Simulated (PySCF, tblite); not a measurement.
# C₇H₃FO₂: dynamics, then NMR shifts on frames, part 2 of 2

tblite 0.8.0 and PySCF 2.14.0. Atoms count from 0. Earlier steps stand in the parts before.

## 5. Nuclear shieldings: 625 fs, PBE0/pcSseg-1

The job: settings as JSON, then the geometry in Å.

```
{"job": {"kind": "nmr", "xc": "PBE0", "basis": "pcSseg-1", "pop": false}, "charge": 0, "multiplicity": 1}
C      0.931900     2.389100     0.553400
C      0.235600     1.392200     0.517200
C     -0.395700     0.117200     0.661100
C     -1.716500    -0.068400     0.546300
C     -2.083600    -1.490500     0.614000
O     -3.144200    -2.027200     0.634300
C     -0.777200    -2.270500     0.518900
F     -0.640200    -3.379800     1.304700
C      0.359200    -1.221600     0.845800
O      1.474700    -1.353300     1.214200
H      1.548500     3.285600     0.418300
H     -2.526700     0.650600     0.567300
H     -0.626400    -2.618700    -0.503500
```

Method: GIAO PBE0/pcSseg-1 NMR shielding, non-relativistic, gas phase.

Log:

```text
coarse grid: 12720 points
cycle   1  E = -517.7285871212  dE =  2.019e+00  |g| = 1.192e+00  |ddm| = 3.806e+00
cycle   2  E = -516.4848652872  dE =  1.244e+00  |g| = 2.821e+00  |ddm| = 4.955e+00
cycle   3  E = -517.9954432879  dE = -1.511e+00  |g| = 2.025e-01  |ddm| = 3.820e+00
cycle   4  E = -517.9967452843  dE = -1.302e-03  |g| = 1.892e-01  |ddm| = 3.131e-01
cycle   5  E = -518.0045099520  dE = -7.765e-03  |g| = 6.067e-02  |ddm| = 1.685e-01
cycle   6  E = -518.0053410624  dE = -8.311e-04  |g| = 1.415e-02  |ddm| = 5.431e-02
cycle   7  E = -518.0053791077  dE = -3.805e-05  |g| = 4.135e-03  |ddm| = 1.379e-02
cycle   8  E = -518.0053821098  dE = -3.002e-06  |g| = 1.102e-03  |ddm| = 4.959e-03
final grid: 128592 points
cycle   9  E = -518.0957199138  dE = -6.727e-06  |g| = 1.587e-02  |ddm| = 5.284e-02
cycle  10  E = -518.0955436042  dE =  1.763e-04  |g| = 3.463e-02  |ddm| = 4.779e-02
cycle  11  E = -518.0957660728  dE = -2.225e-04  |g| = 2.079e-03  |ddm| = 3.447e-02
cycle  12  E = -518.0957670133  dE = -9.405e-07  |g| = 7.808e-04  |ddm| = 2.231e-03
cycle  13  E = -518.0957671561  dE = -1.428e-07  |g| = 2.428e-04  |ddm| = 7.379e-04
cycle  14  E = -518.0957671695  dE = -1.341e-08  |g| = 6.180e-05  |ddm| = 2.851e-04
cycle  15  E = -518.0957671702  dE = -6.760e-10  |g| = 2.173e-05  |ddm| = 6.469e-05
converged SCF energy = -518.0957671702

GIAO shielding tensors (ppm)
atom      isotropic    diamagn.    paramagn.     s11        s22        s33       span
  0 C       70.601     262.514    -191.913     19.554     23.313    168.935    149.381
  1 C      105.818     251.188    -145.370      7.170     13.647    296.638    289.468
  2 C       35.171     263.074    -227.903    -78.220     48.522    135.212    213.433
  3 C       36.692     249.676    -212.984    -78.344     51.110    137.310    215.654
  4 C       -8.074     250.504    -258.578    -89.680    -24.808     90.267    179.947
  5 O     -339.801     390.633    -730.434  -1042.772   -367.677    391.047   1433.819
  6 C       95.082     254.405    -159.323     75.235     82.635    127.376     52.141
  7 F      408.249     462.796     -54.547    380.685    412.945    431.117     50.432
  8 C       -8.277     244.687    -252.964    -92.042     -2.171     69.382    161.425
  9 O     -299.994     397.375    -697.370   -901.302   -371.685    373.004   1274.306
 10 H       26.368      31.325      -4.957     23.133     23.708     32.264      9.131
 11 H       24.569      29.966      -5.397     21.190     23.914     28.603      7.413
 12 H       26.773      29.690      -2.917     24.010     26.734     29.576      5.566
```

Run time: 22 s. Hardware: 1 thread of Arm Neoverse V1, shared host; peak memory 0.82 GiB.

Key values: δ C8 195.2, C4 195.0, C2 151.8, C3 150.2, H11 7.15, H10 5.35 ppm.

## 6. NMR shieldings: 800 fs, PBE0/pcSseg-1

The job: settings as JSON, then the geometry in Å.

```
{"job": {"kind": "nmr", "xc": "PBE0", "basis": "pcSseg-1", "pop": false}, "charge": 0, "multiplicity": 1}
C      1.301000     2.086300     0.838200
C      0.377300     1.339000     0.761300
C     -0.395900     0.161500     0.736600
C     -1.703400     0.126800     0.374900
C     -2.208500    -1.321700     0.254600
O     -3.293900    -1.667000     0.008500
C     -0.989900    -2.152400     0.555400
F     -1.314000    -3.086400     1.507100
C      0.146100    -1.176600     0.850300
O      1.282900    -1.455200     1.035500
H      1.977300     2.836000     0.663200
H     -2.304900     0.908800    -0.018200
H     -0.698100    -2.624800    -0.402400
```

Level: GIAO PBE0/pcSseg-1 NMR shielding, non-relativistic, gas phase.

Log:

```text
coarse grid: 12720 points
cycle   1  E = -517.7290027313  dE =  2.237e+00  |g| = 1.181e+00  |ddm| = 3.847e+00
cycle   2  E = -516.5964588125  dE =  1.133e+00  |g| = 2.706e+00  |ddm| = 4.880e+00
cycle   3  E = -517.9872595556  dE = -1.391e+00  |g| = 2.140e-01  |ddm| = 3.747e+00
cycle   4  E = -517.9901142372  dE = -2.855e-03  |g| = 1.859e-01  |ddm| = 3.374e-01
cycle   5  E = -517.9978194838  dE = -7.705e-03  |g| = 5.409e-02  |ddm| = 1.758e-01
cycle   6  E = -517.9984551736  dE = -6.357e-04  |g| = 1.428e-02  |ddm| = 5.104e-02
cycle   7  E = -517.9984934509  dE = -3.828e-05  |g| = 4.260e-03  |ddm| = 1.278e-02
cycle   8  E = -517.9984968967  dE = -3.446e-06  |g| = 1.614e-03  |ddm| = 5.901e-03
final grid: 128592 points
cycle   9  E = -518.0867062060  dE = -7.921e-06  |g| = 1.556e-02  |ddm| = 4.509e-02
cycle  10  E = -518.0865435681  dE =  1.626e-04  |g| = 3.337e-02  |ddm| = 4.729e-02
cycle  11  E = -518.0867509035  dE = -2.073e-04  |g| = 2.077e-03  |ddm| = 3.411e-02
cycle  12  E = -518.0867518977  dE = -9.942e-07  |g| = 7.642e-04  |ddm| = 2.355e-03
cycle  13  E = -518.0867520381  dE = -1.404e-07  |g| = 1.888e-04  |ddm| = 7.592e-04
cycle  14  E = -518.0867520458  dE = -7.723e-09  |g| = 6.818e-05  |ddm| = 2.488e-04
cycle  15  E = -518.0867520468  dE = -1.001e-09  |g| = 2.394e-05  |ddm| = 7.516e-05
cycle  16  E = -518.0867520469  dE = -1.335e-10  |g| = 6.748e-06  |ddm| = 3.215e-05
converged SCF energy = -518.0867520469

GIAO shielding tensors (ppm)
atom      isotropic    diamagn.    paramagn.     s11        s22        s33       span
  0 C       73.529     262.530    -189.001     13.099     29.523    177.965    164.865
  1 C      106.827     254.584    -147.757      6.393     19.774    294.313    287.921
  2 C       42.216     263.452    -221.236    -82.144     63.202    145.590    227.734
  3 C       17.138     252.035    -234.897   -105.170     28.015    128.569    233.739
  4 C       -5.985     254.292    -260.277    -82.249    -20.352     84.645    166.894
  5 O     -301.371     392.864    -694.235   -942.392   -344.603    382.881   1325.274
  6 C      102.817     251.876    -149.059     84.703     92.983    130.766     46.063
  7 F      399.899     463.658     -63.759    377.435    410.826    411.435     34.001
  8 C       -5.037     242.942    -247.979    -89.530     -6.731     81.148    170.678
  9 O     -333.777     399.182    -732.959  -1011.685   -381.485    391.838   1403.522
 10 H       28.543      33.617      -5.074     24.828     25.891     34.911     10.083
 11 H       24.417      31.829      -7.412     19.314     24.849     29.087      9.772
 12 H       27.288      28.216      -0.928     25.255     27.142     29.467      4.212
```

It took 23 s on 1 thread of Arm Neoverse V1, shared host; peak memory 0.82 GiB.

Key values: δ C4 192.9, C8 192.0, C3 169.8, C2 144.7, H11 7.30, H12 4.43 ppm.

## 7. NMR shieldings: 1000 fs, PBE0/pcSseg-1

The job: settings as JSON, then the geometry in Å.

```
{"job": {"kind": "nmr", "xc": "PBE0", "basis": "pcSseg-1", "pop": false}, "charge": 0, "multiplicity": 1}
C      0.873600     2.109300     0.928600
C      0.202900     1.097800     0.934300
C     -0.460700    -0.085000     0.770800
C     -1.770600    -0.177200     0.390800
C     -2.226200    -1.564600     0.397100
O     -3.358700    -1.976200     0.167800
C     -1.040600    -2.418000     0.891100
F     -1.333900    -3.137100     1.984300
C      0.126600    -1.457800     0.915700
O      1.345200    -1.658100     0.814600
H      1.322600     3.038000     0.852800
H     -2.438800     0.694600     0.083600
H     -0.780400    -3.184700     0.052600
```

Level: GIAO PBE0/pcSseg-1 NMR shielding, non-relativistic, gas phase.

Log:

```text
coarse grid: 12720 points
cycle   1  E = -517.7039738100  dE =  2.023e+00  |g| = 1.212e+00  |ddm| = 3.858e+00
cycle   2  E = -516.1845598472  dE =  1.519e+00  |g| = 3.022e+00  |ddm| = 5.781e+00
cycle   3  E = -517.9857600851  dE = -1.801e+00  |g| = 2.255e-01  |ddm| = 4.613e+00
cycle   4  E = -517.9874043956  dE = -1.644e-03  |g| = 2.084e-01  |ddm| = 3.607e-01
cycle   5  E = -517.9963646307  dE = -8.960e-03  |g| = 6.800e-02  |ddm| = 1.952e-01
cycle   6  E = -517.9974044166  dE = -1.040e-03  |g| = 1.757e-02  |ddm| = 6.447e-02
cycle   7  E = -517.9974651115  dE = -6.069e-05  |g| = 5.283e-03  |ddm| = 1.731e-02
cycle   8  E = -517.9974698011  dE = -4.690e-06  |g| = 1.670e-03  |ddm| = 6.752e-03
final grid: 128592 points
cycle   9  E = -518.0856253312  dE =  4.657e-06  |g| = 1.705e-02  |ddm| = 5.756e-02
cycle  10  E = -518.0853807646  dE =  2.446e-04  |g| = 3.977e-02  |ddm| = 5.618e-02
cycle  11  E = -518.0856788597  dE = -2.981e-04  |g| = 2.271e-03  |ddm| = 4.172e-02
cycle  12  E = -518.0856799979  dE = -1.138e-06  |g| = 7.852e-04  |ddm| = 2.348e-03
cycle  13  E = -518.0856801447  dE = -1.468e-07  |g| = 2.378e-04  |ddm| = 7.323e-04
cycle  14  E = -518.0856801570  dE = -1.234e-08  |g| = 6.038e-05  |ddm| = 2.772e-04
cycle  15  E = -518.0856801576  dE = -6.165e-10  |g| = 2.433e-05  |ddm| = 6.451e-05
converged SCF energy = -518.0856801576

GIAO shielding tensors (ppm)
atom      isotropic    diamagn.    paramagn.     s11        s22        s33       span
  0 C       60.082     259.429    -199.347     18.343     27.842    134.063    115.720
  1 C      106.309     248.963    -142.654      6.030     11.582    301.315    295.285
  2 C       29.754     262.087    -232.332    -87.797     40.328    136.732    224.528
  3 C       24.224     248.240    -224.016   -102.178     48.655    126.196    228.374
  4 C      -21.257     251.128    -272.385   -104.573    -42.134     82.935    187.508
  5 O     -412.142     392.188    -804.331  -1191.121   -413.649    368.343   1559.464
  6 C      100.047     249.019    -148.971     87.760     90.107    122.274     34.514
  7 F      398.415     461.596     -63.181    378.456    395.876    420.913     42.457
  8 C      -24.243     244.108    -268.351   -114.370    -39.614     81.254    195.624
  9 O     -429.700     399.378    -829.078  -1191.846   -466.041    368.788   1560.634
 10 H       27.106      33.520      -6.414     24.598     25.377     31.343      6.745
 11 H       23.246      28.911      -5.664     19.530     22.739     27.469      7.938
 12 H       25.745      25.946      -0.200     23.428     25.097     28.712      5.284
```

Run time: 22 s. Hardware: 1 thread of Arm Neoverse V1, shared host; peak memory 0.82 GiB.

This run: δ C8 211.2, C4 208.2, C3 162.7, C2 157.2, H11 8.47, H12 5.97 ppm.

## 8. Comparing the runs: NMR shifts

Shifts (ppm) of some atoms, chosen among heavy atoms and hydrogens apart, with basis size and wall time:

```csv
frame,C8,C4,C3,H12,H10,O5,O9,functions,time
250 fs,204.5,199.2,148.0,5.82,5.30,695.0,688.0,185,23 s
425 fs,190.8,190.6,161.9,5.97,6.31,648.0,606.3,185,23 s
625 fs,195.2,195.0,150.2,4.94,5.35,675.9,636.1,185,22 s
800 fs,192.0,192.9,169.8,4.43,3.17,637.5,669.9,185,23 s
1000 fs,211.2,208.2,162.7,5.97,4.61,748.2,765.8,185,22 s
```

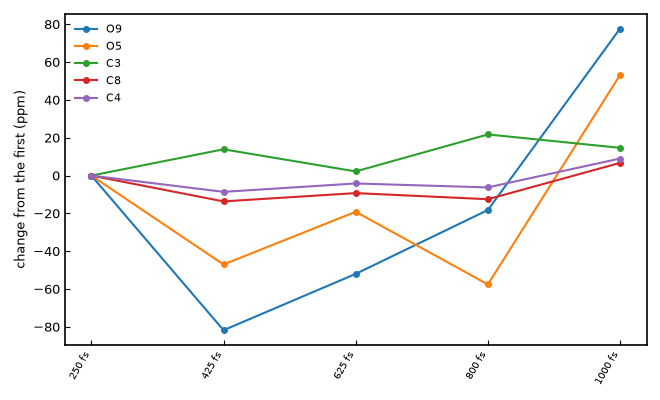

How five of the tabulated atoms move from run to run.

## 9. Outcome

This closing draws on all 2 parts.

| quantity | value |
| --- | --- |
| thermostat | 300 K |
| mean temperature, second half | 319 K |
| mean potential energy above the minimum | 0.43 eV |
| ¹³C shifts against TMS (PBE0/pcSseg-1, 250 fs) | 204.5, 199.2, 149.0, 148.0, 125.2, 98.8, 80.1 ppm |
| ¹H shifts against TMS (PBE0/pcSseg-1, 250 fs) | 7.51, 5.82, 5.30 ppm |
| ¹⁷O shifts against H2O (PBE0/pcSseg-1, 250 fs) | 695.0, 688.0 ppm |
| ¹⁹F shifts against CFCl3 (PBE0/pcSseg-1, 250 fs) | -224.1 ppm |
| range of the shift of O9 | 606.3 to 765.8 ppm |

**Reading.** In the second half the potential energy averages 0.43 eV above the minimum; equipartition over 33 harmonic modes at 300 K would give 0.43 eV. With 13 atoms the temperature swings widely (183 to 437 K). Shifts at one fixed geometry are not the observed spectrum, which averages over the motion. In ppm, O9 moves most: its shift spreads over 159.5 ppm, from 606.3 (425 fs) to 765.8 (1000 fs).
